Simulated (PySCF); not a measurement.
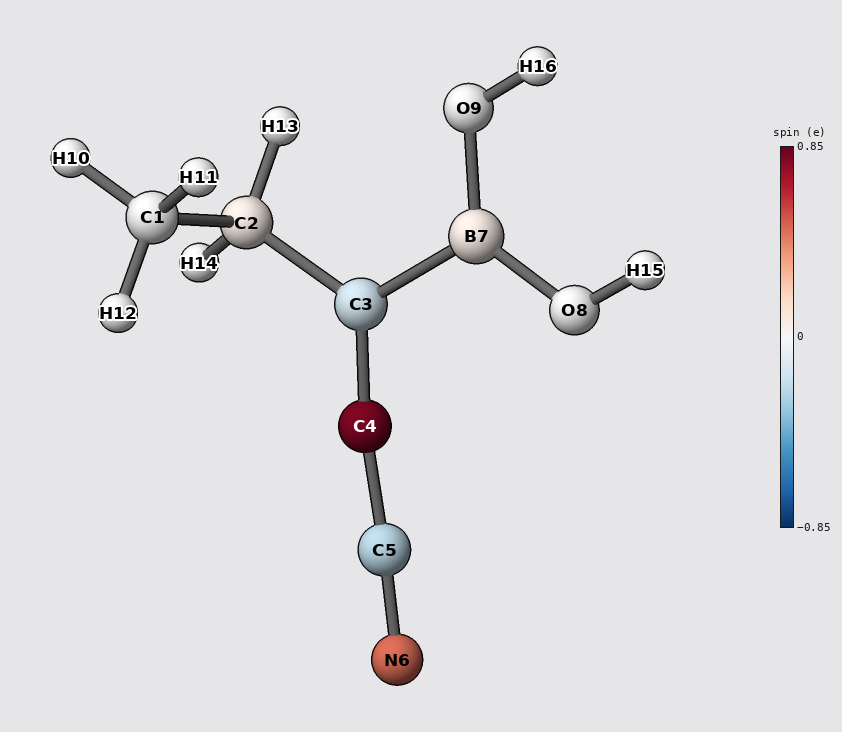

Atoms are coloured by their Mulliken spin populations. Charge 0, doublet. Computed geometry: GFN2-xTB optimisation. No frequency run is at hand to confirm it as a minimum. Method: UKS B3LYP, pcH-1 on B C H N O, non-relativistic (PySCF 2.14.0).

Give the Mulliken spin populations atom by atom.

```
atom  value (e)
  C1       0.00
  C2       0.06
  C3      −0.16
  C4       0.80
  C5      −0.23
  N6       0.47
  B7       0.05
  O8       0.00
  O9       0.00
 H10       0.00
 H11       0.00
 H12       0.00
 H13       0.00
 H14       0.00
 H15       0.00
 H16       0.01
```

Mulliken values depend strongly on the basis set. The geometry is semi-empirical. Around B such bond lengths and angles can be off by a tenth of an ångström or more and by several degrees, and values that hang on the shape move with them.
